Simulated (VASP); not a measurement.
Band structure of InSb (zinc blende). Method: LDA (Ceperley-Alder, Perdew-Zunger), VASP's LDA PAW potentials (set 64) (plane waves; VASP).

Unless said otherwise, spin-orbit coupling is left out, though it shifts the bands of the heavy elements here.

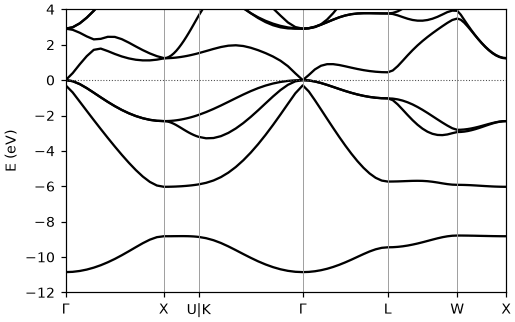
Figure: Bands along high-symmetry lines, zero at the valence-band maximum or, without a gap, the Fermi level

### Question
Read the plot: is there a gap, and where are the band edges?

### Answer
It has no gap at this level: it comes out as a metal or semimetal. (Edges off the drawn lines would not show.)

The compound is InSb in the zinc blende structure. It was relaxed first.
